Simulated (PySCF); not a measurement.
SMILES [CH2]O, doublet at its PBE0/def2-SVP optimised geometry (Å):

```
5

C     -0.2170    -0.5230     0.0000
O     -0.8786     0.6569     0.0000
H     -0.7625    -1.3361     0.4824
H      0.8786    -0.5230     0.0000
H     -0.3161     1.3361    -0.3856
```

Method: unrestricted PBE0/def2-TZVP (PySCF 2.14.0). Cells within 0.4 Å of a nucleus heavier than hydrogen are left out (blank, or x).

Map of the log10 of the electron density (e/bohr³), floored at −4 on the plane z = 0.0 Å:

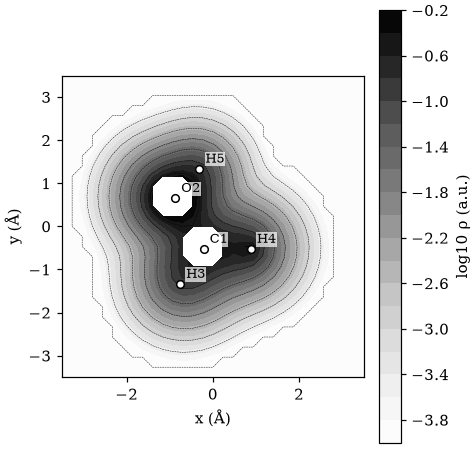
Fig. 1. Log10 of the electron density (e/bohr³), floored at −4 on the plane z = 0.0 Å.
